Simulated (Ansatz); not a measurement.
```xyz
9
charge 0, multiplicity 1
Cl    0.6313   -1.3212   -3.1303
Al    0.1575   -0.4893   -1.2839
C     0.7157   -0.1925    0.5467
C    -0.6559    0.5197    0.5737
O    -1.2149    0.3835   -0.7563
H     0.7870   -1.0555    1.2083
H     1.5666    0.4649    0.7233
H    -1.3400    0.0607    1.2929
H    -0.5589    1.5834    0.8086
```

What structure does this define?

It has 9 atoms: 2 carbon, 4 hydrogen, 1 aluminium, 1 chlorine and 1 oxygen (C2H4AlClO). This geometry has Cs symmetry.

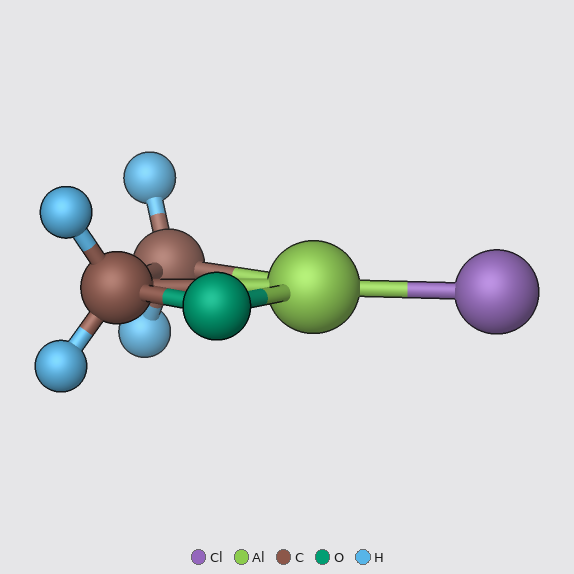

(Drawn from a calculation with Ansatz.)
